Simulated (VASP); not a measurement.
# What spin-orbit coupling changes in Cu3Pd, part 3 of 4

What does spin-orbit coupling change in Cu3Pd, and what does it cost? All runs use LDA. The start is a cell from a database of measured crystal structures.

VASP 6.6.1, plane waves and PAW; the level of theory is named at each step.

Still holding for the runs below: This run has no spin polarisation. Its electron count is odd, so without a moment it is a metal by construction. The k-mesh is coarse for a metal.

So far. Step 4 (Band structure (LDA + SOC)): There is no gap at this level. Without the coupling there was no gap either. The run took 3.7 times the core time, with 54 spinor bands against 35. Step 5 (Total and projected DOS (LDA)): Of the states within 0.3 eV of the Fermi level, the largest shares in the PAW spheres are Cu d 41 %, Pd d 18 % and Cu p 10 %. The rest lies in smaller channels or between the spheres.

The database entry behind the starting cell is an old determination (1931), so it need not match the best structure at ambient conditions.

## (6) Total and projected DOS (LDA + SOC)

This step: LDA, spin-orbit coupling; plane waves and PAW (Cu, Pd) (VASP 6.6.1).

Here the states are counted by energy and projected on the atoms.

The input, INCAR:

```
SYSTEM = Cu3Pd
PREC = Accurate
ENCUT = 400
EDIFF = 1E-06
NELM = 100
ISMEAR = -5
SIGMA = 0.05
LREAL = .FALSE.
ALGO = Normal
GGA = CA
LNONCOLLINEAR = .TRUE.
MAGMOM = 0 0 0 0 0 0 0 0 0 0 0 0
NBANDS = 54
GGA_COMPAT = .FALSE.
LASPH = .TRUE.
LSORBIT = .TRUE.
LMAXMIX = 4
LORBIT = 11
LWAVE = .FALSE.
LCHARG = .FALSE.
KPAR = 4
NEDOS = 2001
```

The input, POSCAR:

```
Cu3Pd
1.0
    3.6900000000      0.0000000000      0.0000000000
    0.0000000000      3.6900000000      0.0000000000
    0.0000000000      0.0000000000      3.6900000000
Cu Pd
3 1
Direct
    0.0000000000      0.5000000000      0.5000000000
    0.5000000000      0.0000000000      0.5000000000
    0.5000000000      0.5000000000      0.0000000000
    0.0000000000      0.0000000000      0.0000000000
```

The input, KPOINTS:

```
Automatic mesh
0
Gamma
7 7 7
0 0 0
```

PAW data sets: Cu and Pd (LDA family, release 64).

The run is started by

```bash
$ mpirun -np 4 vasp_ncl
```

The program printed:

```text
[... set-up lines as in an earlier step ...]
 entering main loop
       N       E                     dE             d eps       ncg     rms          rms(c)
DAV:   1     0.392158906600E+03    0.39216E+03   -0.15285E+04  2184   0.217E+03
DAV:   2     0.354674612637E+02   -0.35669E+03   -0.33983E+03  2166   0.466E+02
DAV:   3    -0.215622786296E+02   -0.57030E+02   -0.52303E+02  2298   0.221E+02
DAV:   4    -0.244446474138E+02   -0.28824E+01   -0.28370E+01  3044   0.660E+01
DAV:   5    -0.244976274399E+02   -0.52980E-01   -0.52869E-01  3296   0.769E+00    0.179E+01
DAV:   6    -0.247983067632E+02   -0.30068E+00   -0.44462E+01  2452   0.190E+02    0.136E+01
DAV:   7    -0.211220184597E+02    0.36763E+01   -0.12892E+01  2684   0.106E+02    0.314E+00
DAV:   8    -0.210119067138E+02    0.11011E+00   -0.10498E+00  2842   0.123E+01    0.163E+00
DAV:   9    -0.209935640312E+02    0.18343E-01   -0.13865E-01  2614   0.433E+00    0.776E-01
DAV:  10    -0.209897196416E+02    0.38444E-02   -0.20897E-02  2536   0.210E+00    0.415E-01
DAV:  11    -0.209877191440E+02    0.20005E-02   -0.44712E-03  2824   0.123E+00    0.166E-01
DAV:  12    -0.209873013287E+02    0.41782E-03   -0.12145E-03  3082   0.109E+00    0.728E-02
DAV:  13    -0.209873330697E+02   -0.31741E-04   -0.24501E-04  3188   0.454E-01    0.116E-02
DAV:  14    -0.209873409642E+02   -0.78945E-05   -0.17921E-05  3134   0.522E-02    0.477E-03
DAV:  15    -0.209873421630E+02   -0.11988E-05   -0.86353E-07  1478   0.116E-02    0.368E-03
DAV:  16    -0.209873444420E+02   -0.22791E-05   -0.13577E-07  1242   0.985E-03    0.122E-03
DAV:  17    -0.209873457275E+02   -0.12854E-05   -0.29073E-07  1230   0.535E-03    0.929E-04
DAV:  18    -0.209873455695E+02    0.15799E-06   -0.66690E-08  1224   0.443E-03
   1 F= -.20987346E+02 E0= -.20987346E+02  d E =0.000000E+00  mag=    -0.0000    -0.0000     0.0000
 [... a notice as in an earlier step ...]
```

It took 11 s on 4 MPI ranks of AMD EPYC 9R45, shared host; peak memory 0.76 GiB; 40 s of CPU time.

From OUTCAR (step 6):

```text
   NELECT =      43.0000    total number of electrons

 E-fermi :   7.9185

 k-point     1 :       0.0000    0.0000    0.0000
  band No.  band energies     occupation
    ...
     38       7.3889      1.00000
     39       7.3889      1.00000
     40       7.3889      1.00000
     41       7.5340      1.00000
     42       7.5340      1.00000
     43       9.8489      0.00000
     44       9.8489      0.00000
     45       9.9611      0.00000
     46       9.9611      0.00000
     47       9.9611      0.00000
    ...

  Total       -3.3219627     -3.3219627     -3.3219627     -0.0000000     -0.0000000     -0.0000000
  in kB     -105.9317722   -105.9317722   -105.9317722     -0.0000000     -0.0000000     -0.0000000
  external PRESSURE =    -105.9317722 kB  Pullay stress =       0.0000000 kB

  FREE ENERGIE OF THE ION-ELECTRON SYSTEM (eV)
  ---------------------------------------------------
  free  energy   TOTEN  =       -20.9873455695 eV

  energy  without entropy=      -20.9873455695  energy(sigma->0) =      -20.98734557

 Spin-Orbit-Coupling matrix elements
 Ion:    1  E_soc:     -0.0138415
 Ion:    2  E_soc:     -0.0138415
 Ion:    3  E_soc:     -0.0138415
 Ion:    4  E_soc:     -0.0722408

 magnetization (x)
# of ion       s       p       d       tot
------------------------------------------
    1       -0.000   0.000  -0.000   0.000
    2        0.000  -0.000  -0.000  -0.000
    3       -0.000   0.000  -0.000   0.000
    4       -0.000  -0.000  -0.000  -0.000
--------------------------------------------------
tot         -0.000  -0.000  -0.000  -0.000

 magnetization (y)
# of ion       s       p       d       tot
------------------------------------------
    1       -0.000   0.000   0.000   0.000
    2       -0.000   0.000  -0.000   0.000
    3        0.000  -0.000   0.000  -0.000
    4       -0.000   0.000  -0.000  -0.000
--------------------------------------------------
tot         -0.000   0.000  -0.000   0.000

 magnetization (z)
# of ion       s       p       d       tot
------------------------------------------
    1        0.000   0.000  -0.000   0.000
    2        0.000  -0.000   0.000  -0.000
    3        0.000  -0.000   0.000  -0.000
    4        0.000   0.000  -0.000   0.000
--------------------------------------------------
tot          0.000   0.000  -0.000   0.000

[... 9 parts as in an earlier step ...]

[... 9 further parts left out ...]
```

This step gave:

- SCF cycles: 18
- bands: 54
- free energy (TOTEN): -20.99 eV
- Fermi energy: 7.918 eV
- pressure: -10.59 GPa
- DOS at the Fermi level: 1.797 states/eV/cell

On-site spin-orbit energy by atom:

| atom | on-site spin-orbit energy (eV) |
| --- | --- |
| Cu1 | -0.0138 |
| Cu2 | -0.0138 |
| Cu3 | -0.0138 |
| Pd4 | -0.0722 |

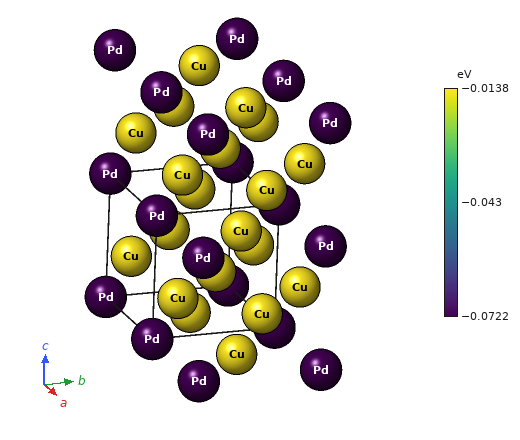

Atoms coloured by on-site spin-orbit energy. 2×1×2 cells are drawn. Some periodic images of atoms are drawn too.

The density of states has structure finer than the step of the table below, so its rows give means over 1 eV, whole bins alone (the curve runs from -9.65 to 4.95 eV). Peaks (eV: height): total -4.0: 15.0, -2.7: 19.2, -2.3: 14.9, -1.3: 15.2; Cu d -4.0: 6.98, -2.7: 15.4, -2.3: 12.2, -1.3: 11.1; Pd d -4.0: 5.05, -3.0: 1.97, -1.3: 3.70, -1.0: 4.23; Cu p -4.0: 0.667, -2.7: 0.391, 0.2: 0.362, 1.9: 0.365; Cu s -5.3: 0.568, -4.9: 0.739, -1.0: 0.149, 0.0: 0.220.

States under -9.7 eV and over 4.9 eV are left out. Density of states against energy, zero at the Fermi level; means over each step; values in states/eV/cell:

| energy (eV) | total | Cu d | Pd d | Cu p | Cu s | Pd p | Pd s |
| --- | --- | --- | --- | --- | --- | --- | --- |
| -9 | 0.00381 | 0 | 0 | 2.9e-5 | 0.00164 | 1.9e-5 | 7.1e-4 |
| -8 | 0.234 | 9.5e-4 | 0.00119 | 0.00673 | 0.0960 | 0.00416 | 0.0402 |
| -7 | 0.494 | 0.0112 | 0.0145 | 0.0283 | 0.182 | 0.0172 | 0.0685 |
| -6 | 0.956 | 0.0670 | 0.111 | 0.0667 | 0.296 | 0.0386 | 0.0795 |
| -5 | 3.43 | 0.936 | 1.10 | 0.150 | 0.438 | 0.0686 | 0.0962 |
| -4 | 7.14 | 3.68 | 2.14 | 0.244 | 0.0924 | 0.0718 | 0.128 |
| -3 | 11.0 | 8.28 | 1.38 | 0.271 | 0.0662 | 0.145 | 0.0376 |
| -2 | 11.1 | 9.07 | 1.30 | 0.166 | 0.0423 | 0.0759 | 0.0201 |
| -1 | 7.97 | 5.20 | 2.34 | 0.0974 | 0.0669 | 0.0606 | 0.0254 |
| 0 | 1.41 | 0.574 | 0.288 | 0.136 | 0.113 | 0.100 | 0.0177 |
| 1 | 0.782 | 0.186 | 0.165 | 0.145 | 0.0472 | 0.0650 | 0.0230 |
| 2 | 1.25 | 0.259 | 0.231 | 0.266 | 0.0708 | 0.0997 | 0.0516 |
| 3 | 1.00 | 0.180 | 0.142 | 0.251 | 0.0570 | 0.100 | 0.0333 |
| 4 | 0.855 | 0.141 | 0.103 | 0.224 | 0.0568 | 0.0973 | 0.0212 |

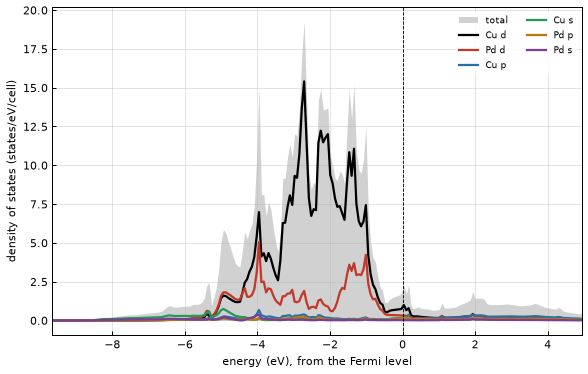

Density of states, plotted against energy.

The DOS at the Fermi level goes from 1.78 to 1.80 states/eV/cell, a number that is sensitive to the mesh. The run took 3.3 times the core time, with 54 spinor bands against 35. Of the states within 0.3 eV of the Fermi level, the largest shares in the PAW spheres are Cu d 41 %, Pd d 19 % and Cu p 10 %. The rest lies in smaller channels or between the spheres.

## (7) Full relaxation (LDA)

This step: LDA; plane waves and PAW (Cu, Pd) (VASP 6.6.1).

Last, the cell itself: ISIF = 3 frees volume, shape and positions, first without the coupling.

The input, INCAR:

```
SYSTEM = Cu3Pd
PREC = Accurate
ENCUT = 400
EDIFF = 1E-06
NELM = 100
ISMEAR = -1
SIGMA = 0.05
LREAL = .FALSE.
ALGO = Normal
GGA = CA
NBANDS = 27
LASPH = .TRUE.
LORBIT = 11
LWAVE = .FALSE.
LCHARG = .FALSE.
KPAR = 4
IBRION = 2
NSW = 60
ISIF = 3
EDIFFG = -0.01
```

POSCAR is that of step 6.

KPOINTS is that of step 6.

The run is started by

```bash
$ mpirun -np 4 vasp_std
```

The program printed:

```text
[... set-up lines as in an earlier step ...]
 entering main loop
       N       E                     dE             d eps       ncg     rms          rms(c)
[... 15 cycles as in an earlier step ...]
   1 F= -.20917803E+02 E0= -.20911439E+02  d E =-.209178E+02
 curvature:   0.00 expect dE= 0.000E+00 dE for cont linesearch  0.000E+00
 trial: gam= 0.00000 g(F)=  0.000E+00 g(S)=  0.392E+00 ort = 0.000E+00 (trialstep = 0.100E+01)
 search vector abs. value=  0.392E+00
 bond charge predicted
       N       E                     dE             d eps       ncg     rms          rms(c)
DAV:   1    -0.335467792624E+02   -0.12629E+02   -0.17748E+02  1227   0.242E+02    0.310E+01
DAV:   2    -0.268978039861E+02    0.66490E+01   -0.10726E+02  1149   0.274E+02    0.148E+01
DAV:   3    -0.216764813643E+02    0.52213E+01   -0.43912E+01  1350   0.150E+02    0.698E+00
DAV:   4    -0.210471269991E+02    0.62935E+00   -0.19141E+00  1641   0.260E+01    0.293E+00
DAV:   5    -0.209301186210E+02    0.11701E+00   -0.47381E-01  1695   0.953E+00    0.121E+00
DAV:   6    -0.209221238685E+02    0.79948E-02   -0.11638E-01  1615   0.564E+00    0.473E-01
DAV:   7    -0.209184838908E+02    0.36400E-02   -0.32625E-02  1544   0.518E+00    0.262E-01
DAV:   8    -0.209178623205E+02    0.62157E-03   -0.40625E-03  1556   0.150E+00    0.128E-01
DAV:   9    -0.209175634398E+02    0.29888E-03   -0.66793E-04  1895   0.561E-01    0.387E-02
DAV:  10    -0.209175460930E+02    0.17347E-04   -0.17381E-04  1624   0.143E-01    0.440E-03
DAV:  11    -0.209175463521E+02   -0.25917E-06   -0.63482E-06  1046   0.299E-02
   2 F= -.20917546E+02 E0= -.20911937E+02  d E =0.256861E-03
 trial-energy change:    0.000257  1 .order    0.026902   -0.391716    0.445520
 step:   0.5156(harm=  0.4679)  dis= 0.00000  next Energy=   -21.022431 (dE=-0.105E+00)
 bond charge predicted
       N       E                     dE             d eps       ncg     rms          rms(c)
DAV:   1    -0.237515886580E+02   -0.28340E+01   -0.45121E+01  1160   0.141E+02    0.129E+01
DAV:   2    -0.216074777337E+02    0.21441E+01   -0.16955E+01  1200   0.108E+02    0.425E+00
DAV:   3    -0.212284198633E+02    0.37906E+00   -0.37464E+00  1189   0.609E+01    0.398E+00
DAV:   4    -0.210721455710E+02    0.15627E+00   -0.42255E-01  1559   0.174E+01    0.184E+00
DAV:   5    -0.210250544221E+02    0.47091E-01   -0.59720E-02  1809   0.593E+00    0.158E-01
DAV:   6    -0.210254243313E+02   -0.36991E-03   -0.63727E-03  1545   0.978E-01    0.114E-01
DAV:   7    -0.210254165645E+02    0.77668E-05   -0.23662E-04  1724   0.380E-01    0.188E-02
DAV:   8    -0.210254141520E+02    0.24125E-05   -0.26469E-05  1570   0.103E-01    0.932E-03
DAV:   9    -0.210254139298E+02    0.22222E-06   -0.13926E-06   627   0.343E-02
   3 F= -.21025414E+02 E0= -.21019508E+02  d E =-.107611E+00
 curvature:  -0.23 expect dE=-0.152E-06 dE for cont linesearch -0.152E-06
 trial: gam=-0.00129 g(F)=  0.687E-64 g(S)=  0.657E-06 ort = 0.507E-03 (trialstep = 0.903E+00)
 search vector abs. value=  0.101E-09
 reached required accuracy - stopping structural energy minimisation
```

The job ended after 5.6 s (4 MPI ranks; peak memory 0.47 GiB).

OUTCAR, selected parts (step 7):

```text
   NELECT =      43.0000    total number of electrons

 E-fermi :   8.7371

 k-point     1 :       0.0000    0.0000    0.0000
  band No.  band energies     occupation
    ...
     17       7.8559      2.00000
     18       7.8559      2.00000
     19       8.3262      1.99946
     20       8.3262      1.99946
     21       8.3262      1.99946
     22      10.7725      0.00000
     23      10.7725      0.00000
     24      10.7725      0.00000
     25      17.4409      0.00000
     26      17.5923      0.00000
    ...

  Total       -0.0042616     -0.0042616     -0.0042616      0.0000000      0.0000000      0.0000000
  in kB       -0.1445883     -0.1445883     -0.1445883      0.0000000      0.0000000      0.0000000
  external PRESSURE =      -0.1445883 kB  Pullay stress =       0.0000000 kB

 POSITION                                       TOTAL-FORCE (eV/Angst)
 -----------------------------------------------------------------------------------
      0.00000      1.80725      1.80725        -0.000000     -0.000000      0.000000
      1.80725      0.00000      1.80725         0.000000     -0.000000      0.000000
      1.80725      1.80725      0.00000         0.000000      0.000000      0.000000
      0.00000      0.00000      0.00000         0.000000      0.000000      0.000000
 -----------------------------------------------------------------------------------
    total drift:                                0.000000     -0.000000     -0.000000

  FREE ENERGIE OF THE ION-ELECTRON SYSTEM (eV)
  ---------------------------------------------------
  free  energy   TOTEN  =       -21.0254139298 eV

  energy  without entropy=      -21.0136026109  energy(sigma->0) =      -21.01950827

 reached required accuracy - stopping structural energy minimisation

[... 7 parts as in an earlier step ...]

[... 10 further parts left out ...]
```

CONTCAR:

```
Cu3Pd
   1.00000000000000
     3.6145053911192013    0.0000000000000000    0.0000000000000000
     0.0000000000000000    3.6145053911192013    0.0000000000000000
     0.0000000000000000   -0.0000000000000000    3.6145053911192013
  Cu              Pd
     3     1
Direct
     0.0000000000000000    0.5000000000000000    0.5000000000000000
     0.5000000000000000    0.0000000000000000    0.5000000000000000
     0.5000000000000000    0.5000000000000000    0.0000000000000000
     0.0000000000000000    0.0000000000000000    0.0000000000000000
```

The run keeps the 48 symmetry operations of its start, so it cannot find a distortion of lower symmetry.

Step by step:

| step | energy less that of the first step (eV) | largest force (eV/Å) | pressure (GPa) | volume (Å³) |
| --- | --- | --- | --- | --- |
| 1 | 0.0000 | 0.0000 | -10.49 | 50.24 |
| 2 | 0.0003 | 0.0000 | 13.47 | 44.50 |
| 3 | -0.1076 | 0.0000 | -0.01 | 47.22 |

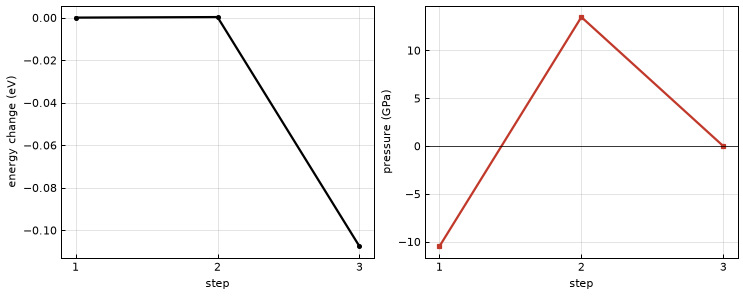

Energy and pressure along the relaxation.

| conventional cell, symmetrised | before | after | change |
| --- | --- | --- | --- |
| a (Å) | 3.690 | 3.615 | -2.0 % |
| b (Å) | 3.690 | 3.615 | -2.0 % |
| c (Å) | 3.690 | 3.615 | -2.0 % |
| volume (Å³/atom) | 12.56 | 11.81 | -6.0 % |

Final coordinates:

```cif
data_structure
_symmetry_space_group_name_H-M 'P 1'
_symmetry_Int_Tables_number 1
_cell_length_a 3.6145
_cell_length_b 3.6145
_cell_length_c 3.6145
_cell_angle_alpha 90.000
_cell_angle_beta 90.000
_cell_angle_gamma 90.000
_cell_volume 47.22
loop_
_atom_site_label
_atom_site_type_symbol
_atom_site_fract_x
_atom_site_fract_y
_atom_site_fract_z
_atom_site_occupancy
Cu1 Cu 0.00000 0.50000 0.50000 1
Cu2 Cu 0.50000 0.00000 0.50000 1
Cu3 Cu 0.50000 0.50000 0.00000 1
Pd4 Pd 0.00000 0.00000 0.00000 1
```

Numbers from this step:

```yaml
bands: 27
free_energy_toten: -21.03 eV
energy_at_zero_smearing: -21.02 eV
fermi_energy: 8.737 eV
pressure: -0.01446 GPa
scf_cycles_over_all_ionic_steps: 35
```

It ends with forces that vanish by symmetry and a pressure of -0.01 GPa.

(Part 3 of 4 ends here.)

[Lines on the potential files, build, host, timing and source positions are cut from VASP's logs without a mark.]

[Logs are printed without paths, hosts, clocks, repeated set-up lines and the standing remarks that a program may print on its own settings, such as how far it seeks lower states.]

[Hosts, paths, dates, database ids (printed as entryN), source tags and the programs' standing remarks are cut or masked in the printed files.]

[A measured line is paired with the nearest computed mode of its activity, which favours agreement.]
